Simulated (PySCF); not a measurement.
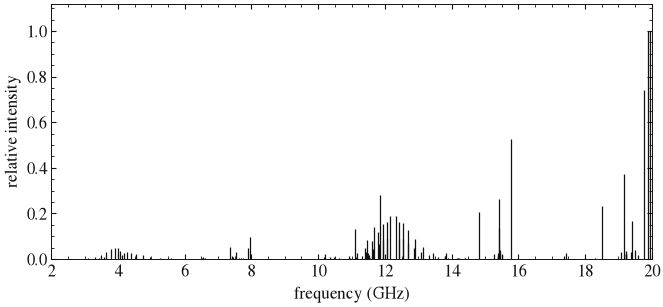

Simulated rotational absorption lines between 2 and 20 GHz at 2 K: rigid rotor with the equilibrium constants and dipole of one optimised conformer (PBE0-D3(BJ)/def2-SVP, PySCF 2.14.0), commonest isotopes; no centrifugal distortion, hyperfine structure, internal rotation or nuclear-spin weights; lines within 1 MHz of each other are summed.

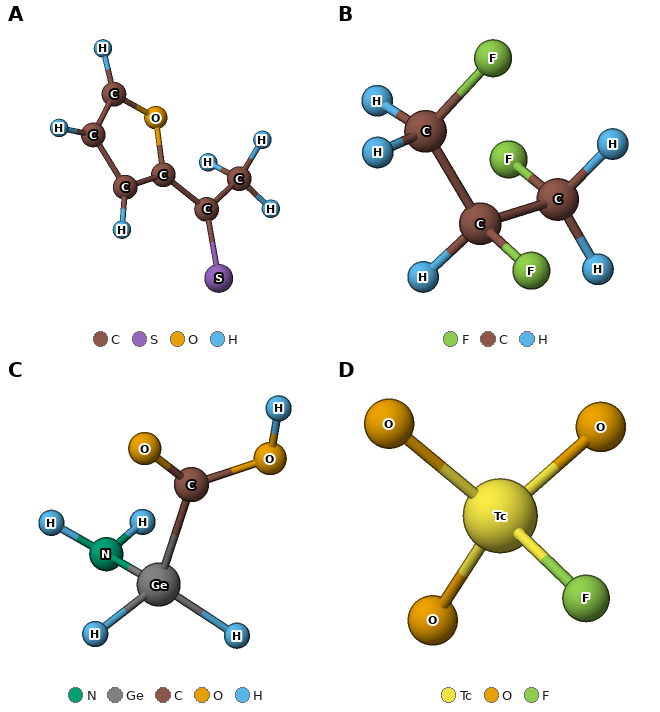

Question: Which molecule gives this spectrum? Choose among the lettered structures.

Answer: Structure C, CH₅GeNO₂, SMILES [NH2][GeH2][C](=O)O, singlet. Rotational constants A, B, C = 6.000, 1.953, 1.893 GHz, |μa|, |μb|, |μc| = 0.25, 0.94, 1.30 D.

Note: coarse grid, loose stop and no frequency check, small forces are noise and the end may be a saddle.
